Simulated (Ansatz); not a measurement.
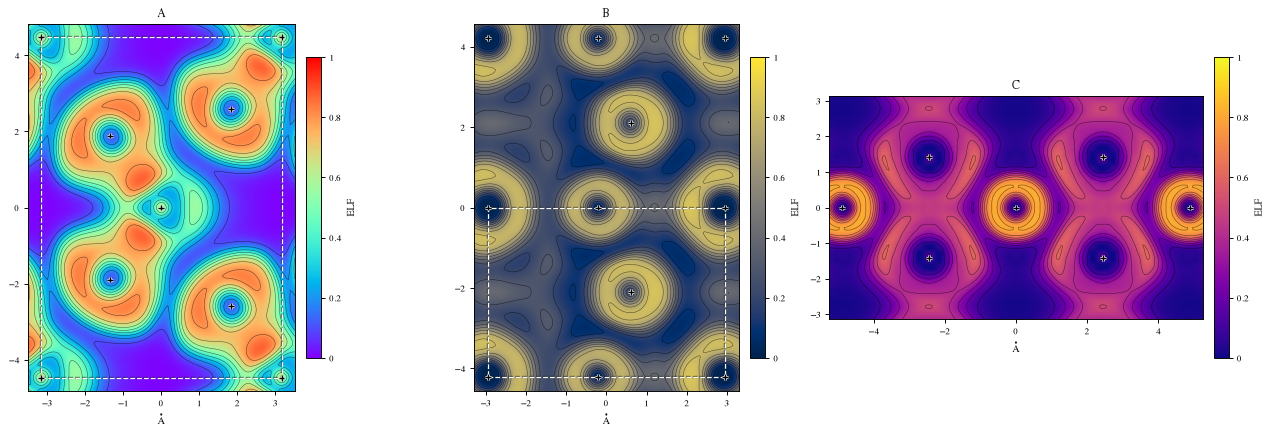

The ELF of 3 systems, each on a plane through atoms (crosses mark nuclei in the plane).

Computed with DFT PBE, scalar-relativistic, plane waves, PAW (Ansatz 0.2.0).

System 1: SiSe4, the (101) plane of the conventional cell. Space group I-43m; a structure generated by program, which may or may not match a known phase.

```xyz
10
Lattice="6.3229 0.0000 0.0000 0.0000 6.3229 0.0000 0.0000 0.0000 6.3229" Properties=species:S:1:pos:R:3 pbc="T T T"
Si    0.0000    0.0000    0.0000
Si    3.1614    3.1614    3.1614
Se    1.3377    1.3377    1.3377
Se    4.4991    4.4991    4.4991
Se    4.4991    1.8238    1.8238
Se    1.3377    4.9852    4.9852
Se    1.8238    1.8238    4.4991
Se    4.9852    4.9852    1.3377
Se    1.8238    4.4991    1.8238
Se    4.9852    1.3377    4.9852
```

System 2: LaNbO, the (110) plane of the conventional cell. Space group P4mm; a structure generated by program, which may or may not match a known phase.

System 3: HfZrGe4, the (100) plane of the conventional cell. Space group P4/mmm; a structure generated by program, which may or may not match a known phase.

Match each panel to its system.

Panel A is system 1, SiSe4: the plane holds Si and Se. Si–Se (2.32 Å): the ELF peaks at about 0.85 between the atoms. Panel B is system 2, LaNbO: the plane holds La, Nb and O. Nb–O (2.26 Å): the ELF peaks at about 0.80 in the valence shell of O, 0.6 Å from its nucleus, and drops to about 0.10 between the two atoms; no shared electron pair shows on this line. Panel C is system 3, HfZrGe4: the plane holds Zr and Ge. Zr–Ge (2.83 Å): the ELF peaks at about 0.60 in the valence shell of Ge, 1.2 Å from its nucleus, and is about 0.40 at the midpoint.
